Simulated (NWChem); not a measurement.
**One shape, several levels: F2 (fluorine)**

Aim: a comparison of 6 runs (HF/3-21G, SVWN5/6-31G*, M06-L/cc-pVTZ, PBE0/cc-pVTZ, TPSS/cc-pVTZ, CCSD(T)/cc-pVTZ) of F2 (fluorine). 

Program for the calculation: NWChem 7.3.0.

1 further run of the same task is left out (set aside as unsound or not needed).

**1. The molecule**

The species is F2 (2 atoms), meant as a singlet with charge 0. SMILES: `FF`. Geometry: relaxed at PBE0-D4/def2-TZVP.

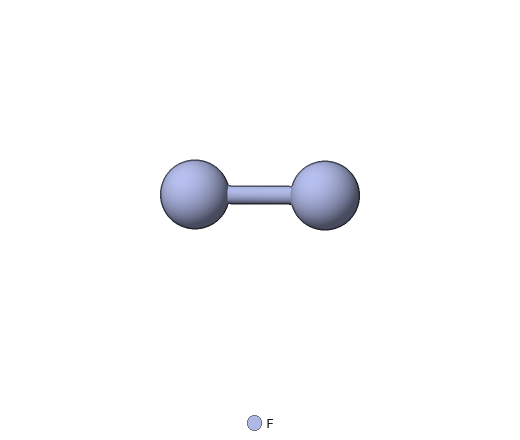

Viewed from a chosen angle; fluorine light blue.

**2. Energy and gradient at HF/3-21G (run 1)**

File mymol.nw:

```
start mymol
title "F2"
memory total 2200 mb
geometry units angstrom noautosym nocenter noautoz
F       -0.583900       0.212400      -0.295000
F        0.583900      -0.212400       0.295000
end
basis spherical bse
F library 3-21G
end
scf
thresh 1e-08
maxiter 80
end
task scf gradient
```

Launch:

```sh
$ nwchem mymol.nw > mymol.out
```

The log of the run:

```text
[...]
  functions       =    18
[...]
  wavefunction    = RHF
[...]
         Total SCF energy =   -197.643428106019
      One-electron energy =   -338.844810363285
      Two-electron energy =    110.041929252089
 Nuclear repulsion energy =     31.159453005178
        Time for solution =      0.0s
[...]
                         RHF ENERGY GRADIENTS
    atom               coordinates                        gradient
                 x          y          z           x          y          z
   1 F      -1.103411   0.401378  -0.557469    0.027947  -0.010166   0.014119
   2 F       1.103411  -0.401378   0.557469   -0.027947   0.010166  -0.014119
[...]
```

It took 0.54 s on 1 thread of Intel Xeon 6975P-C (Granite Rapids), shared host; peak memory 0.1 GiB.

**3. Energy and gradient at SVWN5/6-31G(d) (spherical functions) (run 2)**

File mol.nw:

```
START mol
memory stack 880 mb heap 220 mb global 1100 mb

GEOMETRY noautosym nocenter noautoz
  F       -0.583900       0.212400      -0.295000
  F        0.583900      -0.212400       0.295000
END

BASIS spherical bse
  F library 6-31G*
END

DFT
  xc slater vwn_5
  grid xfine
  convergence energy 1e-08
  maxiter 100
  mulliken
END

TASK dft gradient
```

Launch:

```sh
$ nwchem mol.nw > mol.out
```

The log of the run:

```text
[...]
          Wavefunction type:  closed shell.
          No. of atoms     :     2
          No. of electrons :    18
[...]
          Charge           :     0
          Spin multiplicity:     1
[...]
          AO basis - number of functions:    28
[...]
              XC Information
              --------------
                        Slater Exchange Functional  1.000 local
                      VWN V Correlation Functional  1.000 local
[...]
 d= 0,ls=0.0,diis     1   -198.1980219292 -2.29D+02  1.52D-02  5.22D-01     0.1
[...]
 d= 0,ls=0.0,diis     6   -198.2286136790 -1.90D-09  1.75D-07  9.85D-11     0.4
         Total DFT energy =     -198.228613678994
      One electron energy =     -340.171543075887
           Coulomb energy =      130.295305048577
    Exchange-Corr. energy =      -19.511828656861
 Nuclear repulsion energy =       31.159453005178
[...]
      Total Density - Mulliken Population Analysis
     ---------------------------------------------
    Atom       Charge   Shell Charges
 -----------   ------   -------------------------------------------------------
    1 F    9     9.00   2.00  0.96  3.19  1.02  1.81  0.02
    2 F    9     9.00   2.00  0.96  3.19  1.02  1.81  0.02
[...]
  wavefunction    = closed shell
                         DFT ENERGY GRADIENTS
    atom               coordinates                        gradient
                 x          y          z           x          y          z
   1 F      -1.103411   0.401378  -0.557469    0.011162  -0.004060   0.005639
   2 F       1.103411  -0.401378   0.557469   -0.011162   0.004060  -0.005639
[...]
```

Run time: 0.96 s. Hardware: 1 thread of Intel Xeon 6975P-C (Granite Rapids), shared host; peak memory 0.11 GiB.

Runs 3 to 5 aren't shown in full; the table further down has their settings and results.

**4. The energy at CCSD(T)/cc-pVTZ (run 6)**

File f2.nw:

```
start f2
title "F2"
memory total 2200 mb
charge 0

geometry noautosym nocenter noautoz
  F     -0.583900     0.212400    -0.295000
  F      0.583900    -0.212400     0.295000
end

basis spherical bse
  * library cc-pVTZ
end

scf
  thresh 1e-08
  maxiter 80
end

ccsd
  freeze core 2
  maxiter 60
end

task ccsd(t) energy
```

Launch:

```sh
$ nwchem f2.nw > f2.out
```

The log of the run:

```text
[...]
  functions       =    60
[...]
  wavefunction    = RHF
[...]
         Total SCF energy =   -198.756013308839
      One-electron energy =   -340.166351367679
      Two-electron energy =    110.250885053662
 Nuclear repulsion energy =     31.159453005178
        Time for solution =      2.0s
[...]
 Total MP2 energy:           -199.274300100381538
[...]
             energy      energy      error      ampl     ampl      Block
                                                time     time      time
[...]
 Total CCSD energy:           -199.278057330079832
[...]
 Total CCSD+T(CCSD) energy:           -199.295788706164871
[...]
 Total CCSD(T) energy:                -199.295143635308790
[...]
```

Run time: 15 s. Hardware: 1 thread of Intel Xeon 6975P-C (Granite Rapids), shared host; peak memory 0.13 GiB.

**5. All runs side by side**

| run | level | iteration cap | module | energy (Eh) | dipole moment (D) | HOMO energy (eV) | LUMO energy (eV) | wall time |
| --- | --- | --- | --- | --- | --- | --- | --- | --- |
| 1 | HF/3-21G | 80 | scf | -197.643428 | 0.00 | -17.27 | 4.33 | 0.54 s |
| 2 | SVWN5/6-31G* (spherical functions) | 100 | dft | -198.228614 | 0.00 | -8.54 | -4.63 | 0.96 s |
| 3 | M06-L/cc-pVTZ | 100 | dft | -199.546730 | 0.00 | -9.60 | -4.41 | 5.4 s |
| 4 | PBE0/cc-pVTZ | 100 | dft | -199.395379 | 0.00 | -11.46 | -3.05 | 4.2 s |
| 5 | TPSS/cc-pVTZ | 100 | dft | -199.606011 | 0.00 | -9.22 | -4.62 | 5.4 s |
| 6 | CCSD(T)/cc-pVTZ | 80 | ccsd(t) | -199.295144 | – | -17.88 | 3.37 | 15 s |

**6. Outcome**

| quantity | value |
| --- | --- |
| run 6: total energy | -199.29514 Eh |
| run 6: HOMO energy (Hartree–Fock orbitals) | -17.88 eV |
| run 6: LUMO energy (Hartree–Fock orbitals) | 3.37 eV |
| run 6: HOMO–LUMO gap (Hartree–Fock orbitals) | 21.25 eV |
| run 6: correlation energy (2 core orbitals frozen) | -539.1 mEh |
| run 6: (T) correction | -17.09 mEh |

Over runs 1, 2, 3, 4, 5 the HOMO–LUMO gap runs from 3.91 eV (SVWN5/6-31G*) to 21.60 eV (HF/3-21G). The two ends differ in method and basis. Totals of different functionals can't be ranked against each other. All runs together took 32 s, the longest 15 s.
